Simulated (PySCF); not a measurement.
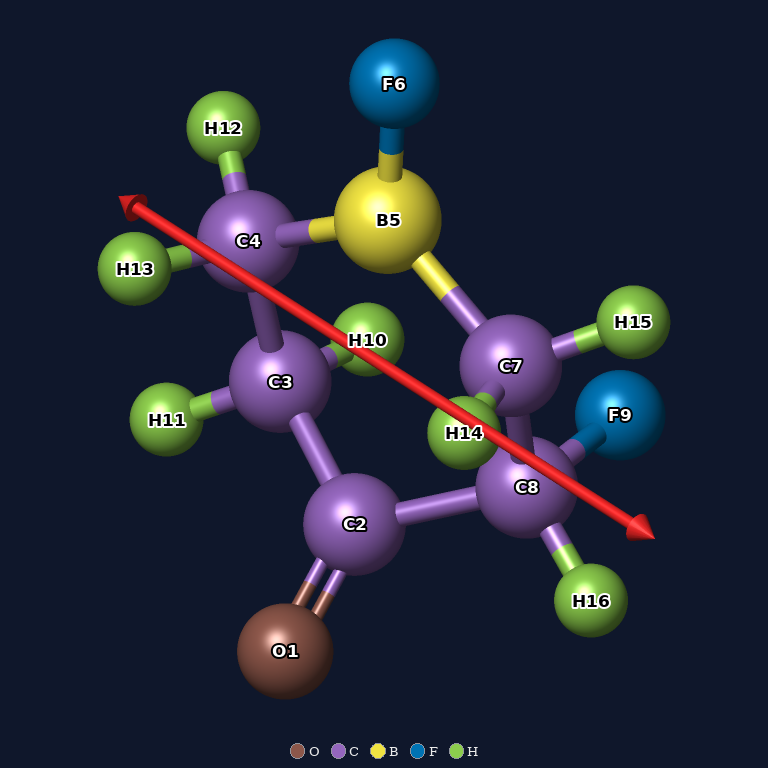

The double arrow shows the direction of the transition dipole to excited singlet state 7 (its length means nothing). The geometry was computed by an optimisation with GFN2-xTB. No frequency run is at hand to confirm it as a minimum. Level of theory: TDDFT CAM-B3LYP/def2-SVPD, vertical, gas phase, core orbitals frozen in the response (PySCF 2.14.0).

Question: Where does the transition lie, and how strong is it?

Answer: 7.95 eV (156 nm), oscillator strength 0.034, mainly HOMO → LUMO+3 (weight 0.59); transition dipole 1.06 D.

The geometry is semi-empirical. Around B such bond lengths and angles can be off by a tenth of an ångström or more and by several degrees, and values that hang on the shape move with them.
